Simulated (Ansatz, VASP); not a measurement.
## Be2Ge: VASP beside Ansatz

One calculation is typed for both programs; each brings its own data sets and cutoff. How far apart do they land? The cell is generated by rule, not measured, and may not be a known phase. The cell comes out of the VASP series on this material, whose earlier steps may have relaxed, scaled or displaced it; both programs get it as it stands.

Main program and level: Ansatz 0.2.0; plane waves, with VASP 6.6.1 beside it; band structure at PBEsol, spin-orbit coupling.

The structure was built from a prototype and need not be the compound's stable phase.

### Step 1. Set-up

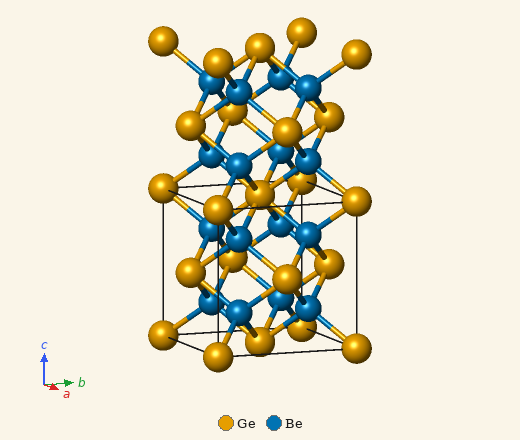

The starting structure, seen slightly off an axis (germanium orange, beryllium blue). 1×1×2 cells are drawn. This picture shows the conventional cell, with its axes. Some periodic images of atoms are drawn too.

### Step 2. Ansatz: band structure, PBEsol, spin-orbit coupling

Ansatz runs on its fully relativistic PAW (standard-fr) files.

Levels along a path test the potential and the projectors away from the mesh points.

Input file input.yaml:

```yaml
crystal:
  lattice:
    - [0.0, 2.60466, 2.60466]
    - [2.60466, 0.0, 2.60466]
    - [2.60466, 2.60466, 0.0]
  atoms:
    - { symbol: Ge, position: [0.0, 0.0, 0.0] }
    - { symbol: Be, position: [0.25, 0.25, 0.25] }
    - { symbol: Be, position: [0.75, 0.75, 0.75] }
hamiltonian:
  xc: pbesol
  pseudopotentials: { kind: paw_fr }
magnetization:
  noncollinear: true
  spin_orbit: true
kpoints:
  mp_grid: { grid: [10, 10, 10] }
  band_path:
    path:
      - [0.0, 0.0, 0.0]
      - [0.16667, 0.0, 0.16667]
      - [0.33333, 0.0, 0.33333]
      - [0.5, 0.0, 0.5]
      - [0.5, 0.08333, 0.58333]
      - [0.5, 0.18333, 0.68333]
      - [0.5, 0.25, 0.75]
      - [0.45, 0.3, 0.75]
      - [0.40833, 0.34167, 0.75]
      - [0.35, 0.35, 0.7]
      - [0.225, 0.225, 0.45]
      - [0.075, 0.075, 0.15]
      - [0.03333, 0.03333, 0.03333]
      - [0.23333, 0.23333, 0.23333]
      - [0.4, 0.4, 0.4]
      - [0.51667, 0.46667, 0.51667]
      - [0.55833, 0.38333, 0.55833]
      - [0.60833, 0.28333, 0.60833]
      - [0.60833, 0.25, 0.64167]
      - [0.55833, 0.25, 0.69167]
      - [0.51667, 0.25, 0.73333]
      - [0.5, 0.3, 0.7]
      - [0.5, 0.38333, 0.61667]
      - [0.5, 0.48333, 0.51667]
      - [0.475, 0.475, 0.55]
      - [0.425, 0.425, 0.65]
      - [0.38333, 0.38333, 0.73333]
      - [0.59167, 0.18333, 0.59167]
      - [0.55, 0.1, 0.55]
      - [0.5, 0.0, 0.5]
    npoints: 1
scf:
  occupations: { method: gaussian, width: 0.02 }
  n_extra_bands: 14
output:
  forces: true
  stress: true
  eigenvalues: true
```

Launch:

```console
$ ansatz run input.yaml --threads 2 --pin off --max-ram 4608MiB --backend cpu --events-out ev --progress --plain --runs-dir out
```

Numbers of over 12 decimals in the logs are rounded to 6 here.

Log:

```text
scf.n_extra_bands = 14 over 18 filled bands (N_el = 18.0): the run solves 32 bands
Engine: ansatz 0.2.0, aarch64-unknown-linux-gnu
Pseudopotentials: kind: paw_fr
Pseudopotential: Ge, paw_fr, valence charge 14, recommended cutoff 420 eV (normal), Ge.paw.azcp#standard-fr
Pseudopotential: Be, paw_fr, valence charge 2, recommended cutoff 420 eV (normal), Be.paw.azcp#standard-fr
Functional definition: PBEsol
  exchange = pbesol_x
  correlation = pbesol_c
non-collinear run that drives no moment, with spin-orbit: no starting moment large enough to seed its density (crystal.atoms[].spin), no starting occupations that ask for one, no magnetisation constraint and no magnetic field, so the semilocal B_xc is pinned to zero
Crystal: 3 atoms, lattice volume = 35.341 Å³
Basis set: ecut = 420 eV, 701 PW (Γ), exchange–correlation on 50×50×50 points (8 copies of the dense FFT grid, shifted against one another)
Bands: 32, of which v1, the nominal top of the filled ones, is band 18 counted from 1 (17 counted from 0)
Symmetry: 48 space group operations + 48 with time reversal
Magnetic group: BNS 225.117 (UNI 1619), of the structure as read, at distance tolerance 3.3e-5 Å
k-points: 47 of 1000
Projection manifold: j_resolved (fully-relativistic pseudo-atomic orbitals)
Non-local potential: Ge, projectors of the file, l = 0: 2, l = 1: 4, l = 2: 6, l = 3: 2
Non-local potential: Be, projectors of the file, l = 0: 2, l = 1: 4, l = 2: 2
PAW form: soft (Blöchl's): semilocal exchange-correlation on the pseudo side does not see the compensation charge
PAW frozen core: Ge, regenerated for the run's functional, and the local potential with it (the file was generated under x = pbe(κ = 0.804, μ = 0.219515), c = pbe(β = 0.066725))
PAW frozen core: Be, regenerated for the run's functional, and the local potential with it (the file was generated under x = pbe(κ = 0.804, μ = 0.219515), c = pbe(β = 0.066725))
PAW one-centre angular grid: Ge, 590 points (default); XC on 64 Gauss nodes
PAW one-centre angular grid: Be, 110 points (default); XC on 64 Gauss nodes
Initial density: superposition of atomic densities (chi_scale 0.1, normalization cell, long waves kept (reshape's long-wave potential 0.00 eV rms))
Initial wavefunctions: pseudopotential atomic-orbital guess
Functional: x = pbesol(κ = 0.804, μ = 0.123457), c = pbesol(β = 0.046)
SCF iter   1: F=—  HF=-4433.627861 eV  |F-HF|=—  |Δ(HF+E_count)|=         —  Δρ=3.33e-2  dr2=3.06e-1  dr2_m=0.00e0 (ungated)  ethr=3.10e-3  |M|=0.00e0 ∫|m|=0.00e0 μB  |m|>n=0.0e0 m-floor=0.0e0 τ_xc=0.0e0  β_m=0.30  ⟨swp⟩=8.7  Hψ=4710  notcnv=0  defer=64
preconditioner: auto → none  [insulator: Δε(μ)=0.043 eV  Ē_g=22.278 eV  σ=0.020 eV  W_gap=0.86  n_scr=14 (ndim 8)  ℏωp=26.5 eV  f_vac=0.000  D(μ)=0.88/eV (n_scr^D=8)  ε∞_Penn≈2.4]
SCF iter   2: F=—  HF=-4433.589592 eV  |F-HF|=—  |Δ(HF+E_count)|=   3.83e-2  Δρ=2.29e-2  dr2=1.36e-1  dr2_m=0.00e0 (ungated)  ethr=1.70e-3  |M|=0.00e0 ∫|m|=0.00e0 μB  |m|>n=0.0e0 m-floor=0.0e0 τ_xc=0.0e0  β_m=0.59  ⟨swp⟩=1.6  Hψ=991  notcnv=0  defer=196
preconditioner: auto → Kerker (q_TF=auto, 2.438 Å⁻¹)  [metal: Δε(μ)=0.010 eV  Ē_g=22.471 eV  σ=0.020 eV  W_gap=0.26  n_scr=14 (ndim 8)  ℏωp=26.5 eV  f_vac=0.000  D(μ)=1.49/eV (n_scr^D=14)]
spin=Noncollinear: Kerker preconditioning applied to the charge; magnetization (m_x, m_y, m_z) channels mix plain (no charge-response kernel on spin).
SCF iter   3: F=—  HF=-4433.578148 eV  |F-HF|=—  |Δ(HF+E_count)|=   1.14e-2  Δρ=3.26e-3  dr2=1.73e-3  dr2_m=0.00e0 (ungated)  ethr=7.58e-4  |M|=0.00e0 ∫|m|=0.00e0 μB  |m|>n=0.0e0 m-floor=0.0e0 τ_xc=0.0e0  β_m=0.72  ⟨swp⟩=3.0  Hψ=1019  notcnv=0  defer=332
SCF iter   4: F=—  HF=-4433.578066 eV  |F-HF|=—  |Δ(HF+E_count)|=   8.27e-5  Δρ=3.65e-4  dr2=3.45e-5  dr2_m=0.00e0 (ungated)  ethr=9.60e-6  |M|=0.00e0 ∫|m|=0.00e0 μB  |m|>n=0.0e0 m-floor=0.0e0 τ_xc=0.0e0  β_m=0.84  ⟨swp⟩=2.0  Hψ=1133  notcnv=0  defer=370
SCF iter   5: F=—  HF=-4433.577945 eV  |F-HF|=—  |Δ(HF+E_count)|=   1.20e-4  Δρ=6.25e-4  dr2=8.40e-5  dr2_m=0.00e0 (ungated)  ethr=1.91e-7  |M|=0.00e0 ∫|m|=0.00e0 μB  |m|>n=0.0e0 m-floor=0.0e0 τ_xc=0.0e0  β_m=0.74  ⟨swp⟩=2.0  Hψ=989  notcnv=0  defer=370
SCF iter   6: F=—  HF=-4433.577903 eV  |F-HF|=—  |Δ(HF+E_count)|=   4.25e-5  Δρ=3.23e-4  dr2=2.18e-5  dr2_m=0.00e0 (ungated)  ethr=1.91e-7  |M|=0.00e0 ∫|m|=0.00e0 μB  |m|>n=0.0e0 m-floor=0.0e0 τ_xc=0.0e0  β_m=0.87  ⟨swp⟩=2.2  Hψ=980  notcnv=0  defer=370
SCF iter   7: F=—  HF=-4433.577887 eV  |F-HF|=—  |Δ(HF+E_count)|=   1.59e-5  Δρ=8.22e-5  dr2=1.39e-6  dr2_m=0.00e0 (ungated)  ethr=1.21e-7  |M|=0.00e0 ∫|m|=0.00e0 μB  |m|>n=0.0e0 m-floor=0.0e0 τ_xc=0.0e0  β_m=0.93  ⟨swp⟩=2.2  Hψ=947  notcnv=0  defer=370
SCF iter   8: F=-4433.577886 eV  HF=-4433.577886 eV  |F-HF|=3.71e-8  |Δ(HF+E_count)|=   1.01e-6  Δρ=1.09e-5  dr2=2.13e-8  dr2_m=0.00e0 (ungated)  ethr=5.56e-10  |M|=0.00e0 ∫|m|=0.00e0 μB  |m|>n=0.0e0 m-floor=0.0e0 τ_xc=0.0e0  ⟨swp⟩=7.3  Hψ=3782  notcnv=0
SCF 1 converged in 8 iterations: F = -4433.577886 eV  dr2 = 2.13e-8
  greatest PAW one-centre occupation: 0.998 electrons in one spin orbital (limit 2), on the Ge atom at site 0 (counted from 0), in its partial waves of l = 2
NSCF: frozen V_eff on 30 k-points
SCF converged after 8 iterations
Magnetization: |M| = 0.0000 μB,  M = (+0.0000, +0.0000, +0.0000) μB
Absolute magnetization: 0.0000 μB (∫|m|)
  site 0: m = (+0.0000, +0.0000, +0.0000) μB, |m| = 0.0000 μB  (R = 0.93 Å)
  site 1: m = (+0.0000, +0.0000, +0.0000) μB, |m| = 0.0000 μB  (R = 0.93 Å)
  site 2: m = (+0.0000, +0.0000, +0.0000) μB, |m| = 0.0000 μB  (R = 0.93 Å)
Free energy (F): -4433.577886 eV
Harris-Foulkes:  -4433.577886 eV  (|F-HF|=3.71e-8)
Internal energy: -4433.577583 eV  (E = F + TS)
E sigma→0 (E₀):  -4433.577735 eV
Entropy (-TS):   -0.000303 eV (-0.101 meV/atom)
Fermi energy:    10.218067 eV
--- Per-component energies (eV) ---
  E_band       = -116.486510
  E_kinetic    = 155.040865
  E_local      = -2486.647208  (includes V_loc(G=0)·N_el)
  E_nonlocal   = 430.903138
  E_hartree    = 1105.529328
  E_xc         = -115.395139
  E_vxc        = -107.980952  (∫ρ·V_xc dr)
  E_paw        = -2095.065494  (= ΣΔE_a)
  E_vpaw       = -318.852728  (= ΣTr[D̂ρ^β])
  E_aug_tail   = 0.000323  (compensation charges beyond the density's cutoff)
  E_ewald      = -1428.883604
  E_core_change = 0.940207  (= ΣΔE_core)
  E_smearing   = -0.000303  (= −TS)
  E_closure    = 0.000000  (closes the sum)
  Σ components = -4433.577886   (vs F -4433.577886, Δ=0.00e0)
--- Forces (eV/Å), atoms counted from 1 ---
  atom   1  Ge    -0.00000000     0.00000000    -0.00000000
  atom   2  Be     0.00000000    -0.00000000     0.00000000
  atom   3  Be    -0.00000000    -0.00000000    -0.00000000
  max |Σ_I F_I| component: 2.78e-17 eV/Å
--- Stress (GPa, compression-positive) ---
        7.716353       0.000000       0.000000
        0.000000       7.716353      -0.000000
       -0.000000       0.000000       7.716353
  P = ⅓ Tr σ = 7.7164 GPa (77.164 kbar)
--- Band table (eV; the first three rows and the last of 47) ---
  k-point 0: bands = [... 14 lower, 10.7155, 10.7155, 10.7155, 10.7155, 10.7278, 10.7278, 10.7772, 10.7772, ... 10 higher]
  k-point 1: bands = [... 14 lower, 9.7684, 9.7684, 9.8662, 9.8662, 11.5881, 11.5881, 11.6679, 11.6679, ... 10 higher]
  k-point 2: bands = [... 14 lower, 9.0658, 9.0658, 9.1722, 9.1722, 12.1526, 12.1526, 12.1982, 12.1982, ... 10 higher]
  k-point 46: bands = [... 14 lower, 4.3219, 4.3219, 4.4910, 4.4910, 12.6824, 12.6824, 13.3441, 13.3441, ... 10 higher]
```

It took 14 s on 2 threads of Arm Neoverse N1, shared host; peak memory 0.44 GiB.

In the SCF lines HF is the Harris–Foulkes energy and dr2 the Hartree energy of the density residual, in eV; the loop may stop once dr2 is under the threshold and the program's other checks hold. Hψ counts applications of the Hamiltonian.

### Step 3. VASP: band structure, PBEsol, spin-orbit coupling

The same cell, functional, mesh and smearing now go to VASP, with its own data sets and cutoff.

Lines of VASP's logs that name or quote its potential files are left out, and so is its time.

Input file INCAR:

```
SYSTEM = Be2Ge
PREC = Accurate
ENCUT = 410
EDIFF = 1E-06
NELM = 100
ISMEAR = 0
SIGMA = 0.02
LREAL = .FALSE.
ALGO = Normal
GGA = PS
LNONCOLLINEAR = .TRUE.
MAGMOM = 0 0 0 0 0 0 0 0 0
NBANDS = 30
GGA_COMPAT = .FALSE.
LASPH = .TRUE.
LSORBIT = .TRUE.
LORBIT = 11
LWAVE = .FALSE.
LCHARG = .FALSE.
KPAR = 4
ISIF = 2
```

Input file POSCAR:

```
Be2Ge
1.0
    0.0000000000      2.6046600000      2.6046600000
    2.6046600000      0.0000000000      2.6046600000
    2.6046600000      2.6046600000      0.0000000000
Ge Be
1 2
Direct
    0.0000000000      0.0000000000      0.0000000000
    0.2500000000      0.2500000000      0.2500000000
    0.7500000000      0.7500000000      0.7500000000
```

Input file KPOINTS:

```
Automatic mesh
0
Gamma
10 10 10
0 0 0
```

Input file KPOINTS_OPT:

```
Line mode
16
Line-mode
Reciprocal
  0.00000000   0.00000000   0.00000000 GAMMA
  0.50000000   0.00000000   0.50000000 X

  0.50000000   0.00000000   0.50000000 X
  0.50000000   0.25000000   0.75000000 W

  0.50000000   0.25000000   0.75000000 W
  0.37500000   0.37500000   0.75000000 K

  0.37500000   0.37500000   0.75000000 K
  0.00000000   0.00000000   0.00000000 GAMMA

  0.00000000   0.00000000   0.00000000 GAMMA
  0.50000000   0.50000000   0.50000000 L

  0.50000000   0.50000000   0.50000000 L
  0.62500000   0.25000000   0.62500000 U

  0.62500000   0.25000000   0.62500000 U
  0.50000000   0.25000000   0.75000000 W

  0.50000000   0.25000000   0.75000000 W
  0.50000000   0.50000000   0.50000000 L

  0.50000000   0.50000000   0.50000000 L
  0.37500000   0.37500000   0.75000000 K

  0.62500000   0.25000000   0.62500000 U
  0.50000000   0.00000000   0.50000000 X
```

Potentials, in the order of the species: Ge_d and Be (PBE family, release 64).

Launch:

```console
$ mpirun -np 4 vasp_ncl
```

Log:

```text
[banner, memory and clock lines left out]
running    4 mpi-ranks, on    1 nodes
 distrk:  each k-point on    1 cores,    4 groups
 distr:  one band on    1 cores,    1 groups

 POSCAR found type information on POSCAR GeBe
 POSCAR found :  2 types and       3 ions
|                                                                             |
|               ----> ADVICE to this user running VASP <----                  |
|                                                                             |
|     You enforced a specific xc type in the INCAR file but a different       |
|     [... a line on the potential file left out ...]
|     I HOPE YOU KNOW WHAT YOU ARE DOING!                                     |
|                                                                             |

 LDA part: xc-table for (Slater+PW92), standard interpolation
 POSCAR, INCAR and KPOINTS ok, starting setup
 FFT: planning ... GRIDC
 FFT: planning ... GRID_SOFT
 FFT: planning ... GRID
 WAVECAR not read
 entering main loop
       N       E                     dE             d eps       ncg     rms          rms(c)
DAV:   1     0.127437011874E+03    0.12744E+03   -0.72306E+03  3536   0.240E+03
DAV:   2     0.922769158819E+01   -0.11821E+03   -0.11220E+03  2828   0.622E+02
DAV:   3    -0.116192718331E+02   -0.20847E+02   -0.20504E+02  3418   0.134E+02
DAV:   4    -0.123955742967E+02   -0.77630E+00   -0.77493E+00  3422   0.306E+01
DAV:   5    -0.124078650458E+02   -0.12291E-01   -0.12290E-01  3430   0.447E+00    0.353E+00
DAV:   6    -0.122836599856E+02    0.12421E+00   -0.39539E-02  4000   0.326E+00    0.196E+00
DAV:   7    -0.122258059425E+02    0.57854E-01   -0.47055E-02  3578   0.280E+00    0.311E-01
DAV:   8    -0.122257050808E+02    0.10086E-03   -0.26284E-03  3396   0.738E-01    0.169E-01
DAV:   9    -0.122256489061E+02    0.56175E-04   -0.29149E-04  3818   0.285E-01    0.501E-02
DAV:  10    -0.122256685326E+02   -0.19626E-04   -0.57153E-05  3348   0.578E-02    0.162E-02
DAV:  11    -0.122256693624E+02   -0.82976E-06   -0.31829E-06  3010   0.204E-02
   1 F= -.12225669E+02 E0= -.12225520E+02  d E =-.299658E-03  mag=    -0.0000    -0.0000     0.0000
 Start KPOINTS_OPT (optional k-point list driver)
k-point batch [1-47\160]
       N       E                     dE             ncg
DAV:   1    -0.136761492479E+04   -0.24976E+05     3538
DAV:   2    -0.686195781021E+04   -0.54943E+04     2836
DAV:   3    -0.782499558991E+04   -0.96304E+03     3458
DAV:   4    -0.786042286001E+04   -0.35427E+02     3462
DAV:   5    -0.786098913705E+04   -0.56628E+00     3496
DAV:   6    -0.786100188352E+04   -0.12746E-01     3584
DAV:   7    -0.786100234740E+04   -0.46387E-03     3576
DAV:   8    -0.786100236702E+04   -0.19621E-04     3494
DAV:   9    -0.786100236781E+04   -0.79413E-06     2216
[...]
k-point batch [142-160\160]
       N       E                     dE             ncg
DAV:   1     0.147612897573E+05   -0.12405E+05     1432
DAV:   2     0.125216201394E+05   -0.22397E+04     1140
DAV:   3     0.121413205673E+05   -0.38030E+03     1404
DAV:   4     0.121273851236E+05   -0.13935E+02     1422
DAV:   5     0.121271626546E+05   -0.22247E+00     1564
DAV:   6     0.121271578884E+05   -0.47662E-02     1440
DAV:   7     0.121271577229E+05   -0.16548E-03     1550
DAV:   8     0.121271577166E+05   -0.63386E-05     1390
DAV:   9     0.121271577163E+05   -0.24324E-06     1024
```

(Part 1 of 2 ends here.)

[Lines on the potential files, build, host, timing and source positions are cut from VASP's logs without a mark.]

[Logs are printed without paths, hosts, clocks, repeated set-up lines and the standing remarks that a program may print on its own settings, such as how far it seeks lower states.]

[Hosts, paths, dates, database ids (printed as entryN), source tags and the programs' standing remarks are cut or masked in the printed files.]
